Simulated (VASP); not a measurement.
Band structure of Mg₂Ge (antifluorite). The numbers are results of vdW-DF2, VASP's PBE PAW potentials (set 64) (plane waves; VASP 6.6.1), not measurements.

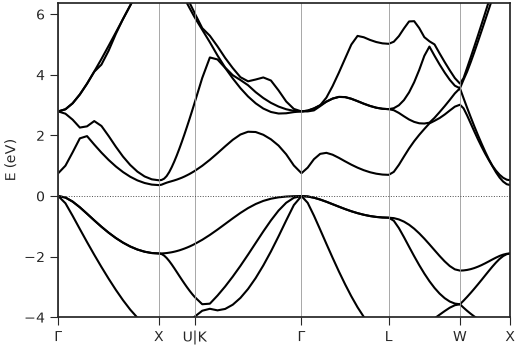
Bands along high-symmetry lines, zero at the valence-band maximum or, without a gap, the Fermi level

**Question.** Read the plot: is there a gap, and where are the band edges?

**Answer.** The gap is indirect, 0.36 eV, from the valence maximum at Γ to the conduction minimum at X. (Edges off the drawn lines would not show.)

Measured: gap 0.74 eV (computed value off by -0.38 eV), as given by Byungki Ryu et al., Journal of the Korean Physical Society (2019), arXiv:1905.06140.

The compound is Mg2Ge in the antifluorite structure. It was relaxed first.
